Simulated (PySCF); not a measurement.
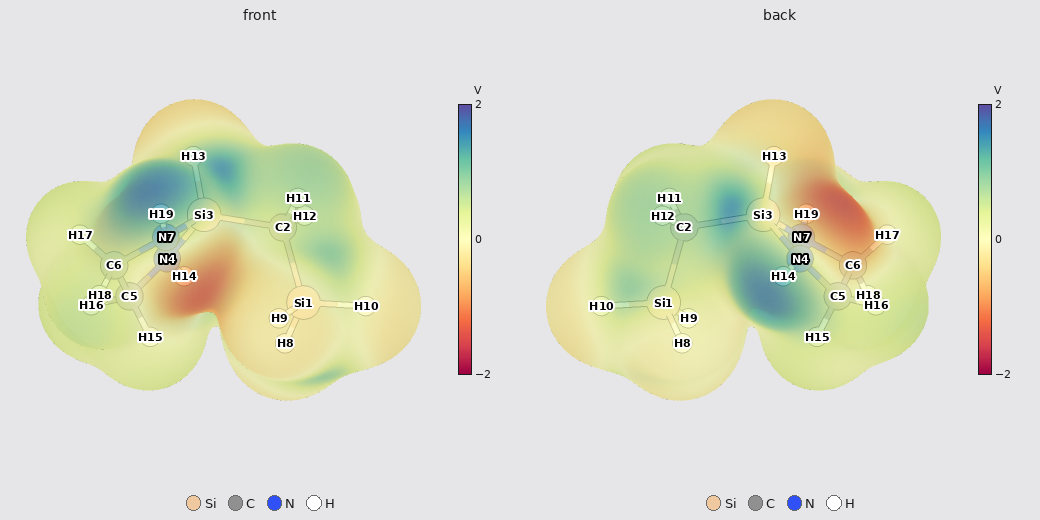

*C$_{3}$H$_{12}$N$_{2}$Si$_{2}$ (SMILES [SiH3]C[SiH]1NCCN1). The electrostatic potential painted on the density surface at 0.002 e/bohr³, seen from the front and from behind; the colour scale runs from red (negative) to blue (positive).*

Geometry: GFN2-xTB.

Level of theory: CAM-B3LYP/def2-SVPD, SCF density, gas phase in PySCF 2.14.0.

The calculation's input:

```
{"job": {"kind": "uv", "xc": "CAM-B3LYP", "basis": "def2-SVPD", "nstates": 8, "ntriplets": 3}, "charge": 0, "multiplicity": 1}
Si     2.521418     0.119585     0.390621
C      1.628186    -1.022631    -0.830097
Si    -0.257648    -0.845491    -0.895575
N     -1.159807    -0.938555     0.568178
C     -1.678441     0.355844     0.951946
C     -1.840471     1.144269    -0.344366
N     -0.694965     0.800848    -1.156771
H      2.029944    -0.101067     1.757075
H      2.342612     1.526767     0.029609
H      3.958135    -0.191571     0.374974
H      2.025852    -0.860780    -1.830196
H      1.849239    -2.061013    -0.587850
H     -0.852124    -1.841615    -1.808006
H     -0.907040    -1.519752     1.348917
H     -0.986499     0.886667     1.620463
H     -2.639695     0.246368     1.465435
H     -2.783734     0.858677    -0.830531
H     -1.862238     2.220939    -0.150176
H     -0.702529     1.231762    -2.065948
```

Run with:

```sh
OMP_NUM_THREADS=1 python probes_run.py task.json out
```

Describe the electrostatic potential map.

The most negative region (about −1.3 V) lies over N4, the most positive (about +1.5 V) over Si3, H14 and H19. N4 is the likeliest acceptor of a hydrogen bond.
